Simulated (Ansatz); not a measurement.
# Zr3F2: what a guessed cell relaxes into

The task: take a trial cell of Zr3F2 to zero force and stress.

Computed with Ansatz 0.2.0 (DFT PBE, scalar-relativistic, plane waves, PAW, unless a step's input says otherwise).

## Step 1: Starting point

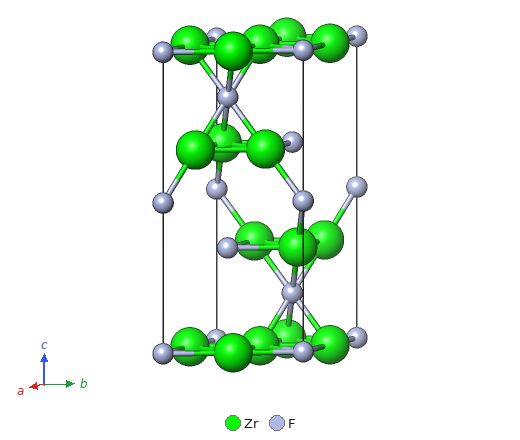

The starting structure, seen slightly off an axis (zirconium green, fluorine light blue). Atoms on the faces are drawn again on the opposite ones. The cell drawn here is the conventional one.

As a file:

```
CELL_PARAMETERS angstrom
2.42758 1.40156 3.47147
-2.42758 1.40156 3.47147
0.00000 -2.80313 3.47147
ATOMIC_POSITIONS crystal
Zr 0.50000 0.50000 0.00000
Zr 0.00000 0.50000 0.50000
Zr 0.50000 0.00000 0.50000
F 0.50000 0.50000 0.50000
F 0.00000 0.00000 0.00000
```

Recipe of the guess: random cell by space group and Wyckoff sites (R-3m, No. 166). The dimensions are guesses.

## Step 2: The guess as it stands, on a coarse mesh

input.yaml

```yaml
crystal:
  lattice:
    - [2.42757893, 1.40156335, 3.47146755]
    - [-2.42757893, 1.40156335, 3.47146755]
    - [0.0, -2.8031267, 3.47146755]
  atoms:
    - { symbol: Zr, position: [0.5, 0.5, 0.0] }
    - { symbol: Zr, position: [0.0, 0.5, 0.5] }
    - { symbol: Zr, position: [0.5, 0.0, 0.5] }
    - { symbol: F, position: [0.5, 0.5, 0.5] }
    - { symbol: F, position: [0.0, 0.0, 0.0] }
basis:
  ecutwfc: 420
kpoints:
  mp_grid: { grid: [6, 6, 6] }
hamiltonian:
  xc: pbe
scf:
  occupations: { method: gaussian, width: 0.1 }
  lower_state_search: "off"
output:
  forces: true
  stress: true
  eigenvalues: true
```

Started as:

```
> ansatz run input.yaml --threads 1 --pin off --max-ram 2560MiB --backend cpu --events-out ev --progress --plain --runs-dir out
```

Standard output, shortened:

```text
Warning: RAYON_NUM_THREADS=1 ignored (pool sized by the plan → 1); use --threads N
[...]
Pseudopotentials: kind: paw
Pseudopotential: Zr, paw, valence charge 12, recommended cutoff 420 eV (normal), Zr.paw.azcp
Pseudopotential: F, paw, valence charge 7, recommended cutoff 420 eV (normal), F.paw.azcp
Functional definition: PBE
[...]
Crystal: 5 atoms, lattice volume = 70.868 Å³
Basis set: ecut = 420 eV, 1391 PW (Γ), exchange–correlation on 60×60×60 points (8 copies of the dense FFT grid, shifted against one another)
Bands: 30, of which v1, the nominal top of the filled ones, is band 25 counted from 1 (24 counted from 0)
Symmetry: 12 space group operations
Space group: R-3m (ITA 166), of the structure as read, at distance tolerance 4.1e-5 Å
[...]
SCF converged after 8 iterations
Free energy (F): -14160.862525 eV
[...]
E sigma→0 (E₀):  -14160.849049 eV
Entropy (-TS):   -0.026951 eV (-5.390 meV/atom)
Fermi energy:    16.493992 eV
[...]
--- Forces (eV/Å), atoms counted from 1 ---
  atom   1  Zr    -0.00000000     0.00000000    -0.00000000
  atom   2  Zr    -0.00000000     0.00000000    -0.00000000
  atom   3  Zr     0.00000000     0.00000000     0.00000000
  atom   4  F      0.00000000    -0.00000000    -0.00000000
  atom   5  F      0.00000000     0.00000000     0.00000000
[...]
--- Stress (GPa, compression-positive) ---
       66.077866      -0.000000       0.000000
       -0.000000      66.077866       0.000000
        0.000000       0.000000      16.651115
  P = ⅓ Tr σ = 49.6023 GPa (496.023 kbar)
--- Band table (eV; the first three rows and the last of 32) ---
[...]
```

It took 7.7 s on 1 thread of Intel Xeon Platinum 8259CL at 2.50GHz (Skylake/Cascade Lake), shared host; peak memory 0.42 GiB.

From the probe: pressure 49.6 GPa, largest force 0.00 eV/Å, gap on this mesh none (metal). A cheap, loose relaxation comes first.

## Step 3: Rough relaxation on the coarse mesh

Edit input.yaml of step 2 so:

```diff
@@ -24 +24,6 @@
   eigenvalues: true
+relax:
+  adjacent_minimum: "off"
+  f_tol: 0.04
+  max_steps: 70
+  cell: { stress_tol: 0.4 }
```

Started as:

```
> ansatz run input.yaml --threads 1 --pin off --max-ram 2560MiB --backend cpu --events-out ev --progress --plain --runs-dir out
```

Standard output:

```text
Warning: RAYON_NUM_THREADS=1 ignored (pool sized by the plan → 1); use --threads N
Engine: ansatz 0.2.0, x86_64-unknown-linux-gnu
[... 4 set-up lines as earlier in the session ...]
  parameter kappa = 0.804
  parameter beta = 0.06672455060314922
  exchange = pbe_x(kappa = kappa, mu = beta*pi^2/3)
  correlation = pbe_c(beta = beta)
Crystal: 5 atoms, lattice volume = 70.868 Å³
Basis set: ecut = 420 eV, 1391 PW (Γ), exchange–correlation on 60×60×60 points (8 copies of the dense FFT grid, shifted against one another)
Bands: 30, of which v1, the nominal top of the filled ones, is band 25 counted from 1 (24 counted from 0)
[... 2 set-up lines as earlier in the session ...]
k-points: 32 of 216
Non-local potential: Zr, projectors of the file, l = 0: 3, l = 1: 2, l = 2: 2, l = 3: 2
Non-local potential: F, projectors of the file, l = 0: 2, l = 1: 2, l = 2: 1
PAW form: soft (Blöchl's): semilocal exchange-correlation on the pseudo side does not see the compensation charge
PAW one-centre angular grid: Zr, 590 points (default); XC on 64 Gauss nodes
PAW one-centre angular grid: F, 110 points (default); XC on 64 Gauss nodes
Initial density: superposition of atomic densities (neutral atoms: chi_scale 0, normalization atom), corrected by the library's trained network
Initial wavefunctions: pseudopotential atomic-orbital guess
Functional: x = pbe(κ = 0.804, μ = 0.2195149727645171), c = pbe(β = 0.06672455060314922)
SCF iter   1: F=—  HF=-14160.864010 eV  |F-HF|=—  |Δ(HF+E_count)|=         —  Δρ=1.09e-2  dr2=4.96e-2  ethr=1.77e-3  ⟨swp⟩=4.4  Hψ=3894  notcnv=0
preconditioner: auto → Kerker (q_TF=auto, 2.574 Å⁻¹)  [metal: Δε(μ)=0.004 eV  Ē_g=7.505 eV  σ=0.100 eV  W_gap=0.02  n_scr=14 (ndim 8)  ℏωp=20.7 eV  f_vac=0.000  D(μ)=5.47/eV (n_scr^D=58)]
SCF iter   2: F=—  HF=-14160.860410 eV  |F-HF|=—  |Δ(HF+E_count)|=   3.60e-3  Δρ=6.19e-3  dr2=1.53e-2  ethr=9.93e-5  ⟨swp⟩=1.2  Hψ=1236  notcnv=0
SCF iter   3: F=—  HF=-14160.863274 eV  |F-HF|=—  |Δ(HF+E_count)|=   2.86e-3  Δρ=2.59e-3  dr2=4.58e-3  ethr=3.05e-5  ⟨swp⟩=2.5  Hψ=1472  notcnv=0
SCF iter   4: F=—  HF=-14160.862586 eV  |F-HF|=—  |Δ(HF+E_count)|=   6.88e-4  Δρ=7.33e-4  dr2=4.14e-4  ethr=9.17e-6  ⟨swp⟩=2.0  Hψ=1282  notcnv=0
SCF iter   5: F=—  HF=-14160.862547 eV  |F-HF|=—  |Δ(HF+E_count)|=   3.87e-5  Δρ=1.24e-4  dr2=1.39e-5  ethr=8.27e-7  ⟨swp⟩=2.2  Hψ=1390  notcnv=0
SCF iter   6: F=—  HF=-14160.862525 eV  |F-HF|=—  |Δ(HF+E_count)|=   2.25e-5  Δρ=7.01e-5  dr2=1.83e-6  ethr=2.78e-8  ⟨swp⟩=2.2  Hψ=1440  notcnv=0
SCF iter   7: F=—  HF=-14160.862525 eV  |F-HF|=—  |Δ(HF+E_count)|=   1.00e-7  Δρ=3.44e-5  dr2=5.61e-7  ethr=3.66e-9  ⟨swp⟩=2.0  Hψ=1631  notcnv=0
SCF iter   8: F=-14160.862525 eV  HF=-14160.862525 eV  |F-HF|=4.97e-9  |Δ(HF+E_count)|=   1.02e-7  Δρ=6.49e-6  dr2=4.06e-8  ethr=2.00e-10  ⟨swp⟩=4.8  Hψ=3944  notcnv=0
SCF 1 converged in 8 iterations: F = -14160.862525 eV  dr2 = 4.06e-8
relax step   1: F+E_penalty+E_count = -14160.86252469 eV  Δ(F+E_penalty+E_count) = +0.000e0 eV  max|allowed force component| = 2.724e-29 eV/Å  Δτ_max = 0.0000 Å  P = +49.602 GPa  Ω = 70.868 Å³  (8 SCF iters, dr2 threshold 1.00e-7 eV, accepted)
Crystal: 5 atoms, lattice volume = 78.837 Å³
Basis set: ecut = 420 eV, 1577 PW (Γ), exchange–correlation on 60×60×60 points (8 copies of the dense FFT grid, shifted against one another)
Initial density: handed on by an earlier stage of this run
Initial wavefunctions: those handed on with the density
iter 1 solved again at ethr=3.08e-3 eV; its pass at ethr=3.10e-3 eV (dr2=1.54e0 eV) is discarded
SCF iter   1: F=—  HF=-14163.572914 eV  |F-HF|=—  |Δ(HF+E_count)|=         —  Δρ=3.14e-2  dr2=1.54e0  ethr=3.08e-3  ⟨swp⟩=1.0  Hψ=5001  notcnv=0
preconditioner: auto → Kerker (q_TF=auto, 2.529 Å⁻¹)  [metal: Δε(μ)=0.054 eV  Ē_g=7.267 eV  σ=0.100 eV  W_gap=0.28  n_scr=20 (ndim 8)  ℏωp=19.6 eV  f_vac=0.000  D(μ)=3.53/eV (n_scr^D=26)]
SCF iter   2: F=—  HF=-14163.247673 eV  |F-HF|=—  |Δ(HF+E_count)|=   3.25e-1  Δρ=1.58e-2  dr2=3.56e-1  ethr=3.08e-3  ⟨swp⟩=2.0  Hψ=1372  notcnv=0
SCF iter   3: F=—  HF=-14163.150687 eV  |F-HF|=—  |Δ(HF+E_count)|=   9.70e-2  Δρ=6.58e-3  dr2=7.94e-2  ethr=7.12e-4  ⟨swp⟩=2.6  Hψ=1585  notcnv=0  defer=15
SCF iter   4: F=—  HF=-14163.129784 eV  |F-HF|=—  |Δ(HF+E_count)|=   2.09e-2  Δρ=2.36e-3  dr2=3.38e-3  ethr=1.59e-4  ⟨swp⟩=2.0  Hψ=1251  notcnv=0  defer=15
SCF iter   5: F=—  HF=-14163.130279 eV  |F-HF|=—  |Δ(HF+E_count)|=   4.95e-4  Δρ=8.10e-4  dr2=4.51e-4  ethr=6.76e-6  ⟨swp⟩=2.0  Hψ=1473  notcnv=0  defer=16
SCF iter   6: F=—  HF=-14163.130180 eV  |F-HF|=—  |Δ(HF+E_count)|=   9.95e-5  Δρ=4.24e-4  dr2=7.81e-5  ethr=9.02e-7  ⟨swp⟩=2.0  Hψ=1314  notcnv=0  defer=16
SCF iter   7: F=—  HF=-14163.130170 eV  |F-HF|=—  |Δ(HF+E_count)|=   9.38e-6  Δρ=1.04e-4  dr2=9.89e-6  ethr=1.56e-7  ⟨swp⟩=2.0  Hψ=1576  notcnv=0  defer=16
SCF iter   8: F=—  HF=-14163.130170 eV  |F-HF|=—  |Δ(HF+E_count)|=   3.66e-7  Δρ=2.81e-5  dr2=1.18e-6  ethr=1.98e-8  ⟨swp⟩=2.0  Hψ=1211  notcnv=0  defer=16
SCF iter   9: F=-14163.130170 eV  HF=-14163.130170 eV  |F-HF|=1.26e-8  |Δ(HF+E_count)|=   1.45e-7  Δρ=6.13e-6  dr2=4.40e-8  ethr=1.00e-9  ⟨swp⟩=6.9  Hψ=3774  notcnv=0
SCF 2 converged in 9 iterations: F = -14163.130170 eV  dr2 = 4.40e-8
relax step   2: F+E_penalty+E_count = -14163.13016996 eV  Δ(F+E_penalty+E_count) = -2.268e0 eV  max|allowed force component| = 1.425e-29 eV/Å  Δτ_max = 0.0000 Å  P = +25.439 GPa  Ω = 78.837 Å³  energy of the carried Pulay correction = -1.742e-2 eV  (9 SCF iters, dr2 threshold 5.00e-7 eV, accepted)
Crystal: 5 atoms, lattice volume = 86.157 Å³
Basis set: ecut = 420 eV, 1673 PW (Γ), exchange–correlation on 60×60×60 points (8 copies of the dense FFT grid, shifted against one another)
iter 1 solved again at ethr=2.39e-3 eV; its pass at ethr=3.10e-3 eV (dr2=1.19e0 eV) is discarded
SCF iter   1: F=—  HF=-14164.585652 eV  |F-HF|=—  |Δ(HF+E_count)|=         —  Δρ=2.66e-2  dr2=1.20e0  ethr=2.39e-3  ⟨swp⟩=1.0  Hψ=4982  notcnv=0
preconditioner: auto → Kerker (q_TF=auto, 2.492 Å⁻¹)  [metal: Δε(μ)=0.014 eV  Ē_g=6.682 eV  σ=0.100 eV  W_gap=0.08  n_scr=20 (ndim 8)  ℏωp=18.8 eV  f_vac=0.000  D(μ)=3.17/eV (n_scr^D=20)]
SCF iter   2: F=—  HF=-14164.338059 eV  |F-HF|=—  |Δ(HF+E_count)|=   2.48e-1  Δρ=1.35e-2  dr2=2.69e-1  ethr=2.39e-3  ⟨swp⟩=2.1  Hψ=1375  notcnv=0
SCF iter   3: F=—  HF=-14164.264184 eV  |F-HF|=—  |Δ(HF+E_count)|=   7.39e-2  Δρ=6.04e-3  dr2=7.76e-2  ethr=5.39e-4  ⟨swp⟩=2.0  Hψ=1528  notcnv=0  defer=7
SCF iter   4: F=—  HF=-14164.242060 eV  |F-HF|=—  |Δ(HF+E_count)|=   2.21e-2  Δρ=2.16e-3  dr2=3.08e-3  ethr=1.55e-4  ⟨swp⟩=2.0  Hψ=1227  notcnv=0  defer=7
SCF iter   5: F=—  HF=-14164.242387 eV  |F-HF|=—  |Δ(HF+E_count)|=   3.27e-4  Δρ=1.26e-3  dr2=1.01e-3  ethr=6.17e-6  ⟨swp⟩=2.0  Hψ=1495  notcnv=0  defer=15
SCF iter   6: F=—  HF=-14164.242270 eV  |F-HF|=—  |Δ(HF+E_count)|=   1.17e-4  Δρ=2.99e-4  dr2=7.15e-5  ethr=2.02e-6  ⟨swp⟩=2.0  Hψ=1281  notcnv=0  defer=15
SCF iter   7: F=—  HF=-14164.242163 eV  |F-HF|=—  |Δ(HF+E_count)|=   1.07e-4  Δρ=8.32e-5  dr2=6.94e-6  ethr=1.43e-7  ⟨swp⟩=2.0  Hψ=1264  notcnv=0  defer=15
SCF iter   8: F=—  HF=-14164.242162 eV  |F-HF|=—  |Δ(HF+E_count)|=   3.53e-7  Δρ=2.06e-5  dr2=5.78e-7  ethr=1.39e-8  ⟨swp⟩=2.0  Hψ=1336  notcnv=0  defer=15
SCF iter   9: F=-14164.242162 eV  HF=-14164.242162 eV  |F-HF|=3.06e-9  |Δ(HF+E_count)|=   3.72e-9  Δρ=4.70e-6  dr2=2.49e-8  ethr=1.00e-9  ⟨swp⟩=6.9  Hψ=3498  notcnv=0
SCF 3 converged in 9 iterations: F = -14164.242162 eV  dr2 = 2.49e-8
relax step   3: F+E_penalty+E_count = -14164.24216244 eV  Δ(F+E_penalty+E_count) = -1.112e0 eV  max|allowed force component| = 8.420e-29 eV/Å  Δτ_max = 0.0000 Å  P = +9.609 GPa  Ω = 86.157 Å³  energy of the carried Pulay correction = -3.204e-2 eV  (9 SCF iters, dr2 threshold 5.00e-7 eV, accepted)
[... from here on, the SCF cycles and remarks between the steps are left out ...]
relax step   4: F+E_penalty+E_count = -14164.55998256 eV  Δ(F+E_penalty+E_count) = -3.178e-1 eV  max|allowed force component| = 4.071e-29 eV/Å  Δτ_max = 0.0000 Å  P = +1.254 GPa  Ω = 90.589 Å³  energy of the carried Pulay correction = -4.050e-2 eV  (8 SCF iters, dr2 threshold 5.00e-7 eV, accepted)
relax step   5: F+E_penalty+E_count = -14164.59095693 eV  Δ(F+E_penalty+E_count) = -3.097e-2 eV  max|allowed force component| = 4.207e-29 eV/Å  Δτ_max = 0.0000 Å  P = +0.663 GPa  Ω = 89.571 Å³  energy of the carried Pulay correction = -3.909e-2 eV  (7 SCF iters, dr2 threshold 5.00e-7 eV, accepted)
relax step   6: F+E_penalty+E_count = -14164.59115186 eV  Δ(F+E_penalty+E_count) = -1.949e-4 eV  max|allowed force component| = 2.850e-29 eV/Å  Δτ_max = 0.0000 Å  P = -0.082 GPa  Ω = 90.280 Å³  energy of the carried Pulay correction = -4.032e-2 eV  (6 SCF iters, dr2 threshold 5.00e-7 eV, accepted)
relax step   7: F+E_penalty+E_count = -14164.91329789 eV  Δ(F+E_penalty+E_count) = -3.221e-1 eV  max|allowed force component| = 8.004e-29 eV/Å  Δτ_max = 0.0000 Å  P = +4.174 GPa  Ω = 90.280 Å³  stress off target by 5.59e0 GPa  SCF on the basis re-selected at this cell (its energy is not comparable with the rows above)  (8 SCF iters)
relax step   8: F+E_penalty+E_count = -14164.98172728 eV  Δ(F+E_penalty+E_count) = -6.843e-2 eV  max|allowed force component| = 6.482e-29 eV/Å  Δτ_max = 0.0000 Å  P = +1.362 GPa  Ω = 92.579 Å³  energy of the carried Pulay correction = -4.363e-3 eV  (7 SCF iters, dr2 threshold 5.00e-7 eV, accepted)
relax step   9: F+E_penalty+E_count = -14164.99754440 eV  Δ(F+E_penalty+E_count) = -1.582e-2 eV  max|allowed force component| = 8.918e-29 eV/Å  Δτ_max = 0.0000 Å  P = -0.235 GPa  Ω = 93.805 Å³  energy of the carried Pulay correction = -7.044e-3 eV  (7 SCF iters, dr2 threshold 5.00e-7 eV, accepted)
relax step  10: F+E_penalty+E_count = -14165.00117647 eV  Δ(F+E_penalty+E_count) = -3.632e-3 eV  max|allowed force component| = 1.420e-29 eV/Å  Δτ_max = 0.0000 Å  P = -0.093 GPa  Ω = 93.278 Å³  energy of the carried Pulay correction = -5.722e-3 eV  (6 SCF iters, dr2 threshold 5.00e-7 eV, accepted)
iter 1 solved again at ethr=8.04e-8 eV; its pass at ethr=3.10e-3 eV (dr2=4.02e-5 eV) is discarded
SCF iter   1: F=—  HF=-14165.013565 eV  |F-HF|=—  |Δ(HF+E_count)|=         —  Δρ=5.56e-4  dr2=4.19e-5  ethr=8.04e-8  ⟨swp⟩=3.2  Hψ=6815  notcnv=0
preconditioner: auto → Kerker (q_TF=auto, 2.459 Å⁻¹)  [metal: Δε(μ)=0.021 eV  Ē_g=5.787 eV  σ=0.100 eV  W_gap=0.12  n_scr=20 (ndim 8)  ℏωp=18.0 eV  f_vac=0.000  D(μ)=3.89/eV (n_scr^D=26)]
SCF iter   2: F=—  HF=-14165.013536 eV  |F-HF|=—  |Δ(HF+E_count)|=   2.90e-5  Δρ=2.62e-4  dr2=1.30e-5  ethr=8.04e-8  ⟨swp⟩=2.0  Hψ=1625  notcnv=0
SCF iter   3: F=—  HF=-14165.013573 eV  |F-HF|=—  |Δ(HF+E_count)|=   3.75e-5  Δρ=1.23e-4  dr2=1.96e-6  ethr=2.59e-8  ⟨swp⟩=2.0  Hψ=1092  notcnv=0
SCF iter   4: F=—  HF=-14165.013582 eV  |F-HF|=—  |Δ(HF+E_count)|=   8.33e-6  Δρ=2.66e-5  dr2=4.03e-7  ethr=3.91e-9  ⟨swp⟩=2.0  Hψ=1656  notcnv=0
SCF iter   5: F=—  HF=-14165.013582 eV  |F-HF|=—  |Δ(HF+E_count)|=   6.86e-8  Δρ=4.94e-6  dr2=1.57e-8  ethr=8.06e-10  ⟨swp⟩=2.0  Hψ=1235  notcnv=0
SCF iter   6: F=-14165.013582 eV  HF=-14165.013582 eV  |F-HF|=7.82e-11  |Δ(HF+E_count)|=   1.03e-8  Δρ=1.02e-6  dr2=9.99e-10  ethr=6.40e-12  ⟨swp⟩=4.3  Hψ=3587  notcnv=0
SCF 11 converged in 6 iterations: F = -14165.013582 eV  dr2 = 9.99e-10
relax step  11: F+E_penalty+E_count = -14165.01358165 eV  Δ(F+E_penalty+E_count) = -1.241e-2 eV  max|allowed force component| = 1.757e-29 eV/Å  Δτ_max = 0.0000 Å  P = +0.039 GPa  Ω = 93.278 Å³  stress off target by 2.07e-1 GPa  SCF on the basis re-selected at this cell (its energy is not comparable with the rows above)  (6 SCF iters)
basis re-selected at this cell: Δ(F+E_penalty+E_count) = -1.241e-2 eV, ΔP = +0.132 GPa vs the last step (what re-selecting the basis moved, of the pressure what is left beyond the Pulay correction that the steps carried, after the strain that the cell walked since its last selection, with what the two solves' SCF thresholds leave and, on support functions, any second-order correction that the steps lacked; it is no measure of the basis error at this ecutwfc). This SCF's stress stands 2.07e-1 GPa from its target on what of the cell is left free (relax.cell.stress_tol is 4.00e-1 GPa) and its largest allowed force component is 1.76e-29 eV/Å (relax.f_tol is 4.00e-2 eV/Å): within both
SCF converged after 6 iterations
Free energy (F): -14165.013582 eV
Harris-Foulkes:  -14165.013582 eV  (|F-HF|=7.82e-11)
Internal energy: -14164.994121 eV  (E = F + TS)
E sigma→0 (E₀):  -14165.003851 eV
Entropy (-TS):   -0.019461 eV (-3.892 meV/atom)
Fermi energy:    11.834693 eV
--- Per-component energies (eV) ---
  E_band       = -403.817772
  E_kinetic    = 1413.652332
  E_local      = -3400.003006  (includes V_loc(G=0)·N_el)
  E_nonlocal   = 393.319104
  E_hartree    = 1169.014044
  E_xc         = -642.144853
  E_vxc        = -774.389729  (∫ρ·V_xc dr)
  E_paw        = -9264.205567  (= ΣΔE_a)
  E_vpaw       = -374.428377  (= ΣTr[D̂ρ^β])
  E_aug_tail   = 0.004161  (compensation charges beyond the density's cutoff)
  E_ewald      = -3834.630336
  E_smearing   = -0.019461  (= −TS)
  E_closure    = 0.000000  (closes the sum)
  Σ components = -14165.013582   (vs F -14165.013582, Δ=0.00e0)
--- Forces (eV/Å), atoms counted from 1 ---
  atom   1  Zr    -0.00000000     0.00000000     0.00000000
  atom   2  Zr     0.00000000     0.00000000     0.00000000
  atom   3  Zr    -0.00000000     0.00000000     0.00000000
  atom   4  F      0.00000000     0.00000000    -0.00000000
  atom   5  F     -0.00000000    -0.00000000    -0.00000000
  max |Σ_I F_I| component: 1.88e-29 eV/Å
--- Stress (GPa, compression-positive) ---
        0.161444      -0.000000      -0.000000
       -0.000000       0.161444       0.000000
       -0.000000      -0.000000      -0.206857
  P = ⅓ Tr σ = 0.0387 GPa (0.387 kbar)
--- Band table (eV; the first three rows and the last of 32) ---
  k-point 0: bands = ["-37.5881", "-37.3456", "-37.3456", "-16.9243", "-16.5362", "-15.9425", "-15.9425", "-15.6143", "-15.5751", "-15.5751", "-15.0641", "-14.8226", "-14.8226", "-11.2759", "1.9365", "2.0390", "2.0390", "6.8508", "6.8508", "7.4242", "8.2456", "9.0432", "9.9136", "9.9136", "10.3116", "10.3116", "11.8214", "12.4789", "14.6421", "14.6421"]
  k-point 1: bands = ["-37.5739", "-37.3600", "-37.3456", "-17.1718", "-16.3887", "-15.9018", "-15.8336", "-15.6029", "-15.5679", "-15.5030", "-15.1026", "-14.8851", "-14.8407", "-11.2665", "1.7362", "1.9757", "2.0182", "6.6468", "6.8011", "7.3288", "8.6382", "9.3341", "10.0668", "10.2663", "10.4578", "10.5726", "12.0148", "12.6302", "14.5884", "14.6220"]
  k-point 2: bands = ["-37.5375", "-37.3969", "-37.3456", "-17.4558", "-16.2649", "-15.8114", "-15.6714", "-15.5972", "-15.5293", "-15.3412", "-15.2232", "-14.9925", "-14.8661", "-11.2478", "1.2875", "1.9315", "1.9778", "6.3347", "6.7137", "7.1954", "9.3959", "9.9573", "10.6054", "10.7240", "11.1751", "11.3153", "12.4362", "12.9001", "13.5645", "13.8454"]
  k-point 31: bands = ["-37.5587", "-37.3574", "-37.3574", "-18.4469", "-15.9390", "-15.8376", "-15.8376", "-15.5330", "-15.5330", "-15.0267", "-14.8059", "-14.8059", "-14.4592", "-11.2703", "0.4539", "1.0995", "1.0995", "6.7571", "6.7571", "7.1482", "9.2181", "10.5460", "10.5460", "10.7968", "12.1563", "12.1563", "13.2810", "13.3355", "13.9037", "14.2576"]
--- Relaxed structure (9 steps of the walk, 9 accepted, 2 SCFs on fresh bases) ---
  F+E_penalty+E_count = -14165.01358165 eV   max|allowed force component| = 1.757e-29 eV/Å   (the final SCF, on the basis selected at the relaxed cell)
  cell:  # Å, volume = 93.2776 Å³
    - [2.902898538574172, 1.6759892526759694, 3.195384302124737]
    - [-2.902898538574172, 1.6759892526759694, 3.195384302124737]
    - [5.174431089740874e-17, -3.351978505351939, 3.195384302124737]
  atoms:
    - { symbol: Zr, position: [0.5, 0.5, 0.0] }
    - { symbol: Zr, position: [0.0, 0.5, 0.5] }
    - { symbol: Zr, position: [0.5, 0.0, 0.5] }
    - { symbol: F, position: [0.5, 0.5, 0.5] }
    - { symbol: F, position: [1.463297806151255e-36, 4.716050543196696e-37, 1.4708749283596236e-35] }
```

It took 92 s on 1 thread of Intel Xeon Platinum 8259CL at 2.50GHz (Skylake/Cascade Lake), shared host; peak memory 0.46 GiB.

Step by step:

```csv
step,energy from step 1 (eV/cell),largest force component (eV/Å),pressure (GPa),volume (Å³)
1,0.0000,0.0000,49.60,70.87
2,-2.2676,0.0000,25.44,78.84
3,-3.3796,0.0000,9.61,86.16
4,-3.6975,0.0000,1.25,90.59
5,-3.7284,0.0000,0.66,89.57
6,-3.7286,0.0000,-0.08,90.28
7,-4.0508,0.0000,4.17,90.28
8,-4.1192,0.0000,1.36,92.58
9,-4.1350,0.0000,-0.24,93.81
10,-4.1387,0.0000,-0.09,93.28
11,-4.1511,0.0000,0.04,93.28
```

Step 1 is the start. Steps 7, 11 each repeat the geometry before them on a plane-wave basis chosen anew, so the energy can jump there without any move.

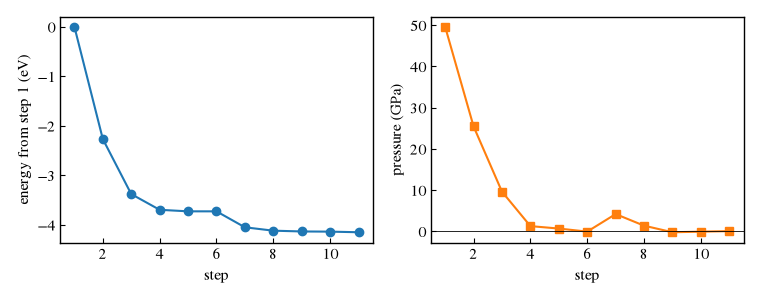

Energy and pressure along the relaxation.

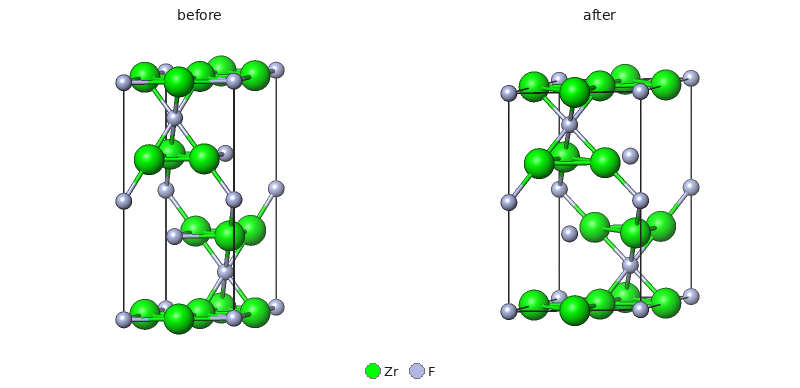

The structure before (left) and after (right) the relaxation, drawn at the same scale.

Lengths and angles in the start's conventional setting:

|  | before | after | change |
| --- | --- | --- | --- |
| a (Å) | 4.855 | 5.806 | +19.6 % |
| b (Å) | 4.855 | 5.806 | +19.6 % |
| c (Å) | 10.414 | 9.586 | -8.0 % |
| volume (Å³/atom) | 14.17 | 18.66 | +31.6 % |
| shortest distance (Å) | 2.231 | 2.316 | +3.8 % |
| space group (0.01 Å) | R-3m | R-3m | same |

The run keeps the 12 symmetry operations of the start, so it could not have lowered the symmetry.

[end of part 1 of 2]
